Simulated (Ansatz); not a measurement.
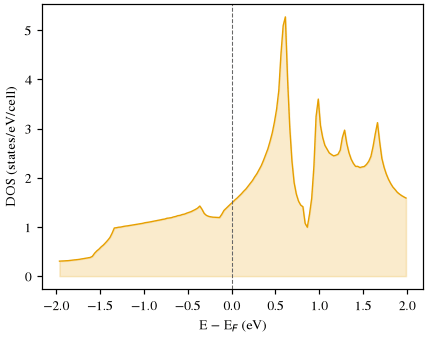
Figure: Density of states of ScAu (Pm-3m) near the Fermi level, PBEsol, rigid bands in Ansatz (a quantum-chemistry and plane-wave program).

**Question.** With 2 atoms a cell, what bare Sommerfeld coefficient γ = (π²/3) k_B² N(E_F) follows?

**Answer.** N(E_F) ≈ 1.48 states/eV a cell at 300 K, so γ ≈ 1.75 mJ/(mol of atoms·K²), before electron-phonon enhancement.

**Question.** How far does the Fermi level move in a rigid band for 0.1 electron a cell added or removed?

**Answer.** 65 meV and -70 meV.

A metal at this level (no band gap); rigid bands, thermally averaged at 300 K, both spins. Spin-orbit coupling is left out, which matters with elements this heavy. Geometry: cell and atoms relaxed with PBEsol.

Formula and space group known from diffraction (Crystallography Open Database), not checked to be the room-temperature form: ScAu (Pm-3m).
